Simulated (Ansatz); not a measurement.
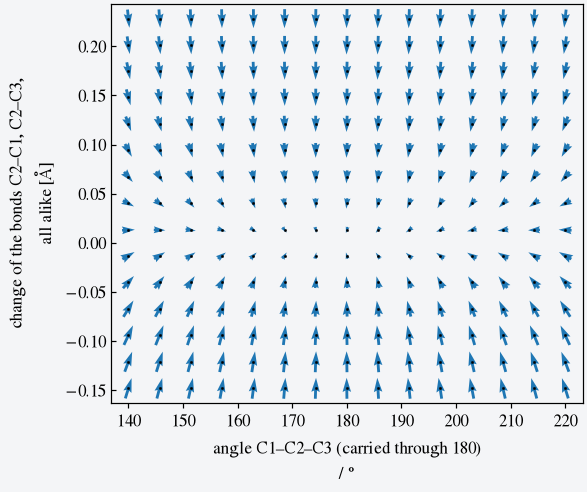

C₃H₄OS, SMILES C#CC(O)S. 
- The first coordinate is: angle C1–C2–C3 (carried through 180); the second: change of the bonds C2–C1, C2–C3, all alike.
- Nothing is relaxed (all other coordinates rigid).
- The grid has 15 × 15 points.
- Points are written as (first, second).
- Theory: Ansatz 0.2.0, RKS PBE-D4/def2-SVP.

The picture shows dots at the grid points, arrows along the force (downhill), their lengths compressed.

**The arrows alone are given. Where is the energy lowest?**

The arrows converge at about (177°, 0.000 Å) (read from the interpolated surface).

The energy map of the same scan:

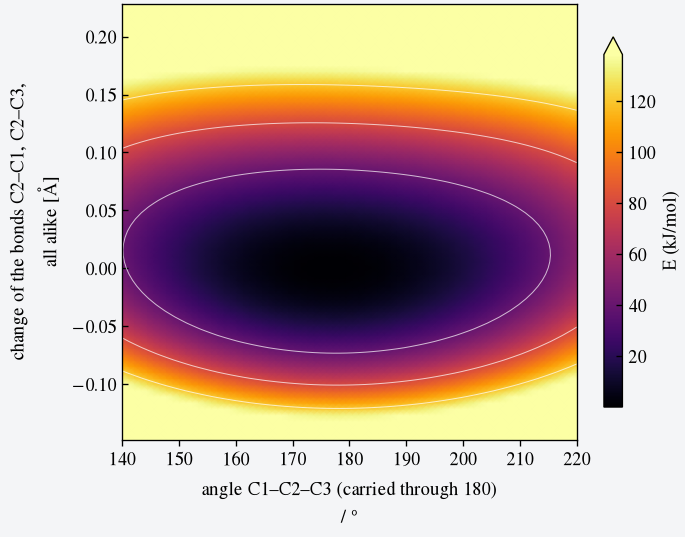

Energies are in kJ/mol, from the relaxed molecule at the same level; between grid points the surface is interpolated.
